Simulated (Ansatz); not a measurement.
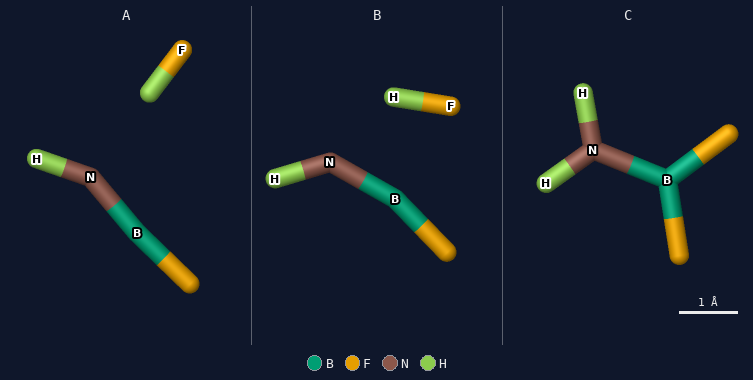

Three geometries of BNH2F2: a saddle point and the two minima that it joins, in shuffled order. The picture is a stick view, seen face on. Sticks join atoms that are closer than about 1.2 times the sum of their covalent radii (a little more with hydrogen).

Stationary points at PBE0-D4/def2-TZVP, single-point energies with CCSD(T)/CBS, PBE-QIDH, B3LYP-D4 (def2-TZVPP where no basis is named; Ansatz 0.2.0). The energies are electronic, without zero-point or thermal terms, and both ends are the minima reached downhill from the saddle, with any fragments still in contact. CCSD(T)/CBS stands for a frozen-core estimate: MP2 correlation extrapolated from def2-TZVPP and def2-QZVPP, CCSD(T) minus MP2 from the smaller set.

### Identify the saddle point and describe the reaction.

Frame B is the saddle point. Counted by bonded pieces, C holds BH₂NF₂ and A holds BHNF + HF. From C over the saddle to A, a bond forms: F–H (2.63 → 1.01 → 0.94 Å). Bonds break: B–F (1.33 → 1.88 → 3.27 Å), H–N (1.00 → 1.58 → 1.79 Å). The saddle has one imaginary mode, 376i cm⁻¹. With CCSD(T)/CBS the barrier is 83.0 kcal/mol from C and 9.5 kcal/mol from A, and A lies 73.5 kcal/mol above C. By Pauling bond orders of the changing bonds the saddle lies closer to A, the higher end, as Hammond's postulate suggests.

| level | barrier from C (kcal/mol) | barrier from A (kcal/mol) | A less C (kcal/mol) |
| --- | --- | --- | --- |
| CCSD(T)/CBS | 83.0 | 9.5 | 73.5 |
| PBE-QIDH | 85.1 | 7.7 | 77.5 |
| B3LYP-D4 | 81.4 | 8.8 | 72.6 |

Against CCSD(T)/CBS, B3LYP-D4 comes closest on the barrier from C (−1.6 kcal/mol) and PBE-QIDH misses most (+2.1 kcal/mol).
